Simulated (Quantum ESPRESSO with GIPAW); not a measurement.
# Ca(BH4)2: from the crystal structure to its NMR spectrum

Wanted: NMR shieldings for each site of Ca(BH4)2.

Calculated with Quantum ESPRESSO with GIPAW 8.0dev (patched build); DFT, PBEsol, plane-wave PAW (pslibrary 1.0.0 recipes), scalar-relativistic, GIPAW; a patched development version of the program.

## (1) Starting point

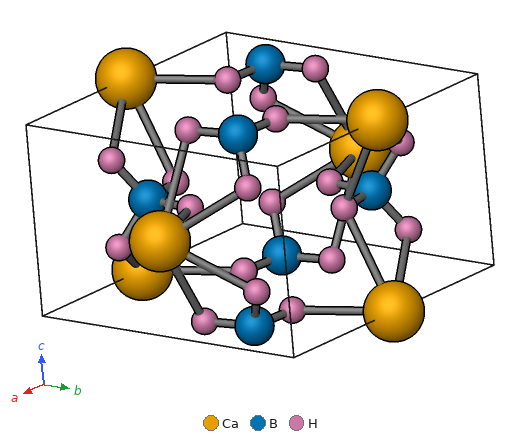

Start, viewed slightly off an axis; calcium orange, boron blue, hydrogen pink. Some periodic images of atoms are drawn too.

The cell is a computed entry of the Materials Project; it need not be the form that is stable at ambient conditions.

This structure had its atoms relaxed beforehand (DFT, PBEsol, plane-wave PAW (pslibrary 1.0.0 recipes), Quantum ESPRESSO with GIPAW), starting from the database entry, since shieldings follow bond lengths closely.

## (2) The SCF step

The shielding is a linear response of the occupied states, which this run provides. It is converged far beyond what an energy needs, since the response uses the wavefunctions themselves. No empty states are asked for: the response is solved without them. The mesh has a spacing of 0.37 Å⁻¹ at most. The PAW files were made with ld1.x from the pslibrary 1.0.0 recipes, with GIPAW reconstruction switched on.

Contents of scf.in:

```
&control
  calculation = 'scf'
  prefix = 'x'
  outdir = './tmp/'
  pseudo_dir = './'
/
&system
  ibrav = 0
  nat = 22
  ntyp = 3
  ecutwfc = 55
  ecutrho = 330
  nbnd = 24
/
&electrons
  conv_thr = 1.0d-10
  mixing_beta = 0.7
  electron_maxstep = 100
/
ATOMIC_SPECIES
  Ca 40.078 Ca.pbesol-spn-kjpaw_psl.1.0.0-gipaw.UPF
  B 10.810 B.pbesol-n-kjpaw_psl.1.0.0-gipaw.UPF
  H 1.008 H.pbesol-kjpaw_psl.1.0.0-gipaw.UPF
CELL_PARAMETERS angstrom
  6.97886800 0.00000000 0.00000000
  0.00000000 6.97886800 0.00000000
  0.00000000 0.00000000 4.36195500
ATOMIC_POSITIONS crystal
  Ca 0.50000000 0.00000000 0.00000000
  Ca 0.00000000 0.50000000 0.50000000
  B 0.68314608 0.20131872 0.50000000
  B 0.31685392 0.79868128 0.50000000
  B 0.20131872 0.31685392 0.00000000
  B 0.79868128 0.68314608 0.00000000
  H 0.50858357 0.17152892 0.50000000
  H 0.49141643 0.82847108 0.50000000
  H 0.17152892 0.49141643 -0.00000000
  H 0.82847108 0.50858357 -0.00000000
  H 0.76171092 0.13278724 0.72799419
  H 0.23828908 0.86721276 0.72799419
  H 0.13278724 0.23828908 0.22799419
  H 0.86721276 0.76171092 0.22799419
  H 0.76171092 0.13278724 0.27200581
  H 0.23828908 0.86721276 0.27200581
  H 0.13278724 0.23828908 0.77200581
  H 0.86721276 0.76171092 0.77200581
  H 0.69432164 0.37705552 0.50000000
  H 0.30567836 0.62294448 0.50000000
  H 0.37705552 0.30567836 -0.00000000
  H 0.62294448 0.69432164 -0.00000000
K_POINTS automatic
  3 3 4 0 0 0
```

Command:

```bash
$ mpirun -np 4 pw.x -nk 4 -in scf.in > scf.out
```

The program printed:

```text
using ibrav=0 with symmetry is DISCOURAGED, use correct ibrav instead

     bravais-lattice index     =            0
     lattice parameter (alat)  =      13.1881  a.u.
     unit-cell volume          =    1433.6652 (a.u.)^3
     number of atoms/cell      =           22
     number of atomic types    =            3
     number of electrons       =        48.00
     number of Kohn-Sham states=           24
     kinetic-energy cutoff     =      55.0000  Ry
     charge density cutoff     =     330.0000  Ry
     scf convergence threshold =      1.0E-10
     mixing beta               =       0.7000
     number of iterations used =            8  plain     mixing
     Exchange-correlation= SLA-PW-PSX-PSC
                           (   1   4  10   8   0   0   0)
[...]
Ca               10.00    40.07800     Ca( 1.00)
     B                 3.00    10.81000     B ( 1.00)
     H                 1.00     1.00800     H ( 1.00)

      8 Sym. Ops., with inversion, found ( 4 have fractional translation)
[...]
number of k points=     9
[...]
Dense  grid:   144919 G-vectors     FFT dimensions: (  80,  80,  48)

     Smooth grid:    79027 G-vectors     FFT dimensions: (  64,  64,  40)

     Check: negative core charge=   -0.000001

     Initial potential from superposition of free atoms

     starting charge      47.9895, renormalised to      48.0000
     Starting wfcs are   48 randomized atomic wfcs

     Self-consistent Calculation

     iteration #  1     ecut=    55.00 Ry     beta= 0.70
     Davidson diagonalization with overlap
     ethr =  1.00E-02,  avg # of iterations =  2.0

     total energy              =    -326.82496216 Ry
     estimated scf accuracy    <       1.88063907 Ry

     iteration #  2     ecut=    55.00 Ry     beta= 0.70
     Davidson diagonalization with overlap
     ethr =  3.92E-03,  avg # of iterations =  2.4

     total energy              =    -327.25872063 Ry
     estimated scf accuracy    <       0.15697021 Ry

     iteration #  3     ecut=    55.00 Ry     beta= 0.70
     Davidson diagonalization with overlap
     ethr =  3.27E-04,  avg # of iterations =  4.6

     total energy              =    -327.31056735 Ry
     estimated scf accuracy    <       0.01839759 Ry

[...]
total energy              =    -327.32506553 Ry
[...]
iteration # 13     ecut=    55.00 Ry     beta= 0.70
     Davidson diagonalization with overlap
     ethr =  4.31E-12,  avg # of iterations =  5.9

     total energy              =    -327.32506554 Ry
     estimated scf accuracy    <          6.7E-10 Ry

     iteration # 14     ecut=    55.00 Ry     beta= 0.70
     Davidson diagonalization with overlap
     ethr =  1.40E-12,  avg # of iterations =  4.7

     End of self-consistent calculation
     [one-electron energies left out]

!    total energy              =    -327.32506554 Ry
     total all-electron energy =     -2934.953529 Ry
     estimated scf accuracy    <          8.8E-12 Ry

     The total energy is the sum of the following terms:
     one-electron contribution =     -99.36745989 Ry
     hartree contribution      =      59.40034820 Ry
     xc contribution           =     -46.63006188 Ry
     ewald contribution        =    -104.01775962 Ry
     one-center paw contrib.   =    -136.71013234 Ry

     convergence has been achieved in  14 iterations
[...]
JOB DONE.
```

It took 41 s on 4 MPI ranks of Arm Neoverse V1, shared host; peak memory 1.1 GiB; 2.7 min of CPU time.

It converged in 14 cycles to an estimated accuracy of 9e-12 Ry, on 9 irreducible k-points.

## (3) Magnetic response

A uniform field breaks periodicity, so gipaw.x applies it as a wave of small q and takes the limit. It solves for the first-order states, builds the induced current and gets the field at each nucleus by Biot–Savart; the PAW spheres add what the smooth waves miss near the nuclei. pawproj makes the reconstruction use the PAW data sets' own projectors.

Contents of nmr.in:

```
&inputgipaw
  job = 'nmr'
  prefix = 'x'
  tmp_dir = './tmp/'
  restart_mode = 'from_scratch'
  verbosity = 'low'
  q_gipaw = 0.01
  spline_ps = .true.
  conv_threshold = 1.0d-11
  use_nmr_macroscopic_shape = .false.
  pawproj(1) = .true.
  pawproj(2) = .true.
  pawproj(3) = .true.
/
```

Command:

```bash
$ mpirun -np 4 gipaw.x -in nmr.in > nmr.out
```

The program printed:

```text
[banner, memory and clock lines left out]
[a note of our patched build left out]

     Parallelizing q-star over 1 images

     IMPORTANT: XC functional enforced from input :
     Exchange-correlation= PBESOL
                           (   1   4  10   8   0   0   0)
     Any further DFT definition will be discarded
     Please, verify this is what you really want

     Check: negative core charge=   -0.000001
[...]
projs nearly linearly dependent: l=0  n1,n2= 1, 2  s=  0.99168239
[...]
projs nearly linearly dependent: l=0  n1,n2= 1, 2  s=  0.99970544
[...]
alpha_pv=     76.6855 eV

     spline_ps is .false., expect some extrapolation errors

     q-space interpolation up to    66.00 Rydberg

     GIPAW job: nmr
     NMR macroscopic correction: no
[...]
Computing the magnetic susceptibility     isolve=0    ethr=  0.1000E-10
     Starting from scratch
     k-point #    1 of     9      pool #  1    cpu time:       1.4
[...]
End of magnetic susceptibility calculation

     f-sum rule (1st term):
           -48.6409          0.0003          0.0000
            -0.0003        -48.6409          0.0000
             0.0000          0.0000        -48.6554

     f-sum rule (2nd term):
            -0.5567         -0.0003          0.0000
             0.0003         -0.5567          0.0000
             0.0000          0.0000         -0.5613

     f-sum rule (should be   -49.1991):
           -49.1976          0.0000          0.0000
            -0.0000        -49.1976          0.0000
             0.0000          0.0000        -49.2168

[... susceptibilities left out ...]
     Contributions to the NMR chemical shifts: -------------------------------

     Macroscopic shape contribution in ppm:                    0.00
             0.0000          0.0000          0.0000
             0.0000          0.0000          0.0000
             0.0000          0.0000          0.0000

     Core contribution in ppm:

     Atom  1  Ca  pos: (  0.500000  0.000000  0.000000)  core sigma:        1264.01
     Atom  2  Ca  pos: (  0.000000  0.500000  0.312512)  core sigma:        1264.01
     Atom  3  B   pos: (  0.683146  0.201319  0.312512)  core sigma:         164.77
     Atom  4  B   pos: (  0.316854  0.798681  0.312512)  core sigma:         164.77
     Atom  5  B   pos: (  0.201319  0.316854  0.000000)  core sigma:         164.77
     Atom  6  B   pos: (  0.798681  0.683146  0.000000)  core sigma:         164.77
     Atom  7  H   pos: (  0.508584  0.171529  0.312512)  core sigma:           0.00
     Atom  8  H   pos: (  0.491416  0.828471  0.312512)  core sigma:           0.00
     Atom  9  H   pos: (  0.171529  0.491416  0.000000)  core sigma:           0.00
     Atom 10  H   pos: (  0.828471  0.508584  0.000000)  core sigma:           0.00
     Atom 11  H   pos: (  0.761711  0.132787  0.455013)  core sigma:           0.00
     Atom 12  H   pos: (  0.238289  0.867213  0.455013)  core sigma:           0.00
     Atom 13  H   pos: (  0.132787  0.238289  0.142502)  core sigma:           0.00
     Atom 14  H   pos: (  0.867213  0.761711  0.142502)  core sigma:           0.00
     Atom 15  H   pos: (  0.761711  0.132787  0.170010)  core sigma:           0.00
     Atom 16  H   pos: (  0.238289  0.867213  0.170010)  core sigma:           0.00
[...]
Atom 21  H   pos: (  0.377056  0.305678  0.000000)  core sigma:           0.00
     Atom 22  H   pos: (  0.622944  0.694322  0.000000)  core sigma:           0.00

     Bare contribution in ppm:

     Atom  1  Ca  pos: (  0.500000  0.000000  0.000000)  bare sigma:          95.68
[...]
Atom  2  Ca  pos: (  0.000000  0.500000  0.312512)  bare sigma:          95.68
[...]
Atom  3  B   pos: (  0.683146  0.201319  0.312512)  bare sigma:         -18.52
[...]
Atom  4  B   pos: (  0.316854  0.798681  0.312512)  bare sigma:         -18.52
[...]
Atom  5  B   pos: (  0.201319  0.316854  0.000000)  bare sigma:         -18.52
[...]
Atom  6  B   pos: (  0.798681  0.683146  0.000000)  bare sigma:         -18.52
[...]
Atom  7  H   pos: (  0.508584  0.171529  0.312512)  bare sigma:          23.18
[...]
Atom  8  H   pos: (  0.491416  0.828471  0.312512)  bare sigma:          23.18
[...]
Atom  9  H   pos: (  0.171529  0.491416  0.000000)  bare sigma:          23.18
[...]
Atom 10  H   pos: (  0.828471  0.508584  0.000000)  bare sigma:          23.18
[...]
Atom 11  H   pos: (  0.761711  0.132787  0.455013)  bare sigma:          22.97
[...]
Atom 12  H   pos: (  0.238289  0.867213  0.455013)  bare sigma:          22.97
[...]
Atom 13  H   pos: (  0.132787  0.238289  0.142502)  bare sigma:          22.97
[...]
Atom 14  H   pos: (  0.867213  0.761711  0.142502)  bare sigma:          22.97
[...]
Atom 15  H   pos: (  0.761711  0.132787  0.170010)  bare sigma:          22.97
[...]
Atom 16  H   pos: (  0.238289  0.867213  0.170010)  bare sigma:          22.97
[...]
Atom 13  H   pos: (  0.132787  0.238289  0.142502)  para_oo sigma:           0.00
[...]
Atom 14  H   pos: (  0.867213  0.761711  0.142502)  para_oo sigma:           0.00
[...]
Atom 15  H   pos: (  0.761711  0.132787  0.170010)  para_oo sigma:           0.00
[...]
Atom 16  H   pos: (  0.238289  0.867213  0.170010)  para_oo sigma:           0.00
[...]
Atom 21  H   pos: (  0.377056  0.305678  0.000000)  para_oo sigma:           0.00
[...]
Atom 22  H   pos: (  0.622944  0.694322  0.000000)  para_oo sigma:           0.00
[...]
Paramagnetic US L_R Q_R contribution in ppm:

     Atom  1  Ca  pos: (  0.500000  0.000000  0.000000)  para_lq sigma:         274.98
[...]
Atom  2  Ca  pos: (  0.000000  0.500000  0.312512)  para_lq sigma:         274.98
[...]
Atom  3  B   pos: (  0.683146  0.201319  0.312512)  para_lq sigma:          -2.91
[...]
Atom  4  B   pos: (  0.316854  0.798681  0.312512)  para_lq sigma:          -2.91
[...]
Atom  5  B   pos: (  0.201319  0.316854  0.000000)  para_lq sigma:          -2.91
[...]
Atom  6  B   pos: (  0.798681  0.683146  0.000000)  para_lq sigma:          -2.91
[...]
Atom  7  H   pos: (  0.508584  0.171529  0.312512)  para_lq sigma:           0.00
[...]
Atom  8  H   pos: (  0.491416  0.828471  0.312512)  para_lq sigma:           0.00
[...]
Atom  9  H   pos: (  0.171529  0.491416  0.000000)  para_lq sigma:           0.00
[...]
Atom 10  H   pos: (  0.828471  0.508584  0.000000)  para_lq sigma:           0.00
[...]
Atom 11  H   pos: (  0.761711  0.132787  0.455013)  para_lq sigma:           0.00
[...]
Atom 12  H   pos: (  0.238289  0.867213  0.455013)  para_lq sigma:           0.00
[...]
Atom 13  H   pos: (  0.132787  0.238289  0.142502)  para_lq sigma:           0.00
[...]
Atom 14  H   pos: (  0.867213  0.761711  0.142502)  para_lq sigma:           0.00
[...]
Atom 15  H   pos: (  0.761711  0.132787  0.170010)  para_lq sigma:           0.00
[...]
Atom 16  H   pos: (  0.238289  0.867213  0.170010)  para_lq sigma:           0.00
[...]
Atom 21  H   pos: (  0.377056  0.305678  0.000000)  para_lq sigma:           0.00
[...]
Atom 22  H   pos: (  0.622944  0.694322  0.000000)  para_lq sigma:           0.00
[...]
Total NMR chemical shifts in ppm: ---------------------------------------
     (adopting the Simpson convention for anisotropy and asymmetry)-----------

     Atom  1  Ca  pos: (  0.500000  0.000000  0.000000)  Total sigma:        1071.98
          1117.7849         17.6597          0.0000
            -1.9095       1045.6732         -0.0000
            -0.0000          0.0000       1052.4853

     Ca      1    anisotropy:     69.98    eta:    0.1642
[...]
Atom  2  Ca  pos: (  0.000000  0.500000  0.312512)  Total sigma:        1071.98
[... its tensor is left out ...]
     Atom  3  B   pos: (  0.683146  0.201319  0.312512)  Total sigma:         120.58
           123.3239          4.4960         -0.0000
             4.8845        117.8914         -0.0000
            -0.0000         -0.0000        120.5150

     B       3    anisotropy:      8.18    eta:    0.9773
[...]
Atom  4  B   pos: (  0.316854  0.798681  0.312512)  Total sigma:         120.58
[... its tensor is left out ...]
     Atom  5  B   pos: (  0.201319  0.316854  0.000000)  Total sigma:         120.58
[... its tensor is left out ...]
     Atom  6  B   pos: (  0.798681  0.683146  0.000000)  Total sigma:         120.58
[... its tensor is left out ...]
     Atom  7  H   pos: (  0.508584  0.171529  0.312512)  Total sigma:          24.22
            24.5244          0.1566         -0.0000
             0.3130         24.2592         -0.0000
             0.0000         -0.0000         23.8859

     H       7    anisotropy:      0.66    eta:    0.5390
[...]
Atom  8  H   pos: (  0.491416  0.828471  0.312512)  Total sigma:          24.22
[... its tensor is left out ...]
     Atom  9  H   pos: (  0.171529  0.491416  0.000000)  Total sigma:          24.22
[... its tensor is left out ...]
     Atom 10  H   pos: (  0.828471  0.508584  0.000000)  Total sigma:          24.22
[... its tensor is left out ...]
     Atom 11  H   pos: (  0.761711  0.132787  0.455013)  Total sigma:          24.01
            23.9663          0.5562          0.5559
             0.9019         23.6515         -0.3661
            -0.2765         -0.3220         24.4130

     H      11    anisotropy:     -1.55    eta:    0.2080
[...]
Atom 12  H   pos: (  0.238289  0.867213  0.455013)  Total sigma:          24.01
[... its tensor is left out ...]
     Atom 13  H   pos: (  0.132787  0.238289  0.142502)  Total sigma:          24.01
[... its tensor is left out ...]
     Atom 14  H   pos: (  0.867213  0.761711  0.142502)  Total sigma:          24.01
[... its tensor is left out ...]
     Atom 15  H   pos: (  0.761711  0.132787  0.170010)  Total sigma:          24.01
[... its tensor is left out ...]
     Atom 16  H   pos: (  0.238289  0.867213  0.170010)  Total sigma:          24.01
[... its tensor is left out ...]
     Atom 17  H   pos: (  0.132787  0.238289  0.482522)  Total sigma:          24.01
[... its tensor is left out ...]
     Atom 18  H   pos: (  0.867213  0.761711  0.482522)  Total sigma:          24.01
[... its tensor is left out ...]
     Atom 19  H   pos: (  0.694322  0.377056  0.312512)  Total sigma:          24.33
            24.0469          0.9299         -0.0000
             1.1398         24.9671         -0.0000
            -0.0000         -0.0000         23.9881

     H      19    anisotropy:      1.96    eta:    0.4700
[...]
Atom 20  H   pos: (  0.305678  0.622944  0.312512)  Total sigma:          24.33
[... its tensor is left out ...]
     Atom 21  H   pos: (  0.377056  0.305678  0.000000)  Total sigma:          24.33
[... its tensor is left out ...]
     Atom 22  H   pos: (  0.622944  0.694322  0.000000)  Total sigma:          24.33
[... its tensor is left out ...]
```

The job ended after 4.6 min (4 MPI ranks; peak memory 0.65 GiB; 18 min of CPU time).

The f-sum rule is met to 0.018 of 49.2 (0.04 %). Converged shieldings require that this miss be small, but a small miss does not prove them.

From the symmetric part of each tensor, with principal values σ11 ≤ σ22 ≤ σ33: σ_iso is their mean, the span is σ33 − σ11 and the skew 3(σ_iso − σ22)/span. (gipaw.x prints an anisotropy in another convention.)

```csv
site,atom no.,atoms in cell,σ_iso (ppm),span (ppm),skew
Ca,1,2,1072,74,0.79
B,3,4,120.6,10.8,0.02
H(1),7,4,24.22,0.78,0.39
H(2),11,8,24.01,1.66,-0.74
H(3),19,4,24.33,2.27,0.46
```

The macroscopic shape term is switched off. For a spherical sample the valence susceptibility of this run would add about 6 ppm to every site, a rough estimate, since the susceptibility converges slowly and lacks part of the PAW terms. Differences within the crystal don't depend on it, but shieldings of different compounds can't be compared to better than a few ppm without it.

In this run the largest span is that of Ca (site symmetry 2/m), with principal values 1045, 1052 and 1119 ppm.

11B and 43Ca also have a quadrupolar coupling here. It is not given: on PAW files the efg job of this gipaw.x leaves out the augmentation charge of neighbouring atoms and can miss by tens of per cent.

## (4) From shieldings to shifts

A shielding is counted from the bare nucleus and a shift from a reference compound, with the opposite sign. A fitted line does better than one reference, as its slope takes up part of the functional's error. For ¹H and ⁷Li, with little paramagnetic shielding, slope and scatter come mostly from geometry, vibration and the shape term.

To turn shieldings into shifts, lines fitted to measured solids are used. 1H: δ = (29.62 − σ) / 1.196, zero at TMS, fitted to 10 measured values, from Ca(OH)2, CsH2PO4, LiBH4, LiH, MgH2, NaH, NaOH and NH4H2PO4, with a scatter of 0.63 ppm r.m.s. (this compound left out), with σ taken with the shape term of a sphere (5.7 ppm here). Kinds of site that fitted badly were split off after the misses were seen, so the scatter is that of the points kept.

Covalently bonded atoms count as neighbours within 1.18 times the sum of their radii. Otherwise a cation's neighbours lie within 1.2 times its shortest bond (1.3 for large cations, each anion's radius taken off where they differ), and an anion's are the cations that count it.

```csv
site,atom no.,atoms in cell,surroundings,bonds (Å),δ_iso (ppm)
Ca,1,2,CaH10,2.30 to 2.49,-
B,3,4,BH4,1.23 to 1.24,-
H(1),7,4,bound to B,1.236,-0.26
H(2),11,8,bound to B,1.232,-0.08
H(3),19,4,bound to B,1.229,-0.36
```

The 3 H sites spread over 0.32 ppm in shielding, from H(2) (least shielded) to H(3).

Simulated spectrum, 1H MAS at 62.5 kHz, 7.05 T (300.2 MHz), lines broadened by 0.5 ppm; rigid lattice, with dipolar and J couplings left out: a single narrow line at -0.20 ppm.

At this broadening the 3 sites give 1 resolved isotropic line.

## (5) Results

| Quantity | Value |
| --- | --- |
| 1H shift | -0.08, -0.26, -0.36 ppm |
| 11B shielding without shape term | 120.6 ppm |
| 43Ca shielding without shape term | 1072 ppm |

**Reading.** 1H has 3 sites, in the ratio 2:1:1: H(2) (bound to B) at a shift of -0.08, H(1) (bound to B) at a shift of -0.26 and H(3) (bound to B) at a shift of -0.36 ppm. The closest two lie 0.093 ppm apart, less than the scatter of the reference line; errors within one crystal cancel in part, but their order is not certain. No sound run at another cutoff or mesh is at hand, so convergence rests on the f-sum rule and on experience with these files. Hydrogen's values are less sure: spans of ¹H carry errors of some ppm on PAW files, the bulk susceptibility matters on its narrow scale, and it is treated as a fixed classical nucleus at 0 K. Groups such as BH4 often reorient fast at room temperature, which averages anisotropies and couplings that this rigid-lattice calculation keeps whole. This build of gipaw.x prints that it is not audited and that its numbers are no references by themselves. It also reports spline_ps as false although the input sets it; why was not traced.

[Banner, clock, file and message-heading lines were taken out of the pw.x and gipaw.x logs.]

[Logs are printed without paths, hosts, clocks, repeated set-up lines and the standing remarks that a program may print on its own settings, such as how far it seeks lower states.]

[Hosts, paths, dates, database ids (printed as entryN), source tags and the programs' standing remarks are cut or masked in the printed files.]

[Where no reference line passes its bar on scatter, no shift is given, so a measured shift of this compound may stand uncompared.]
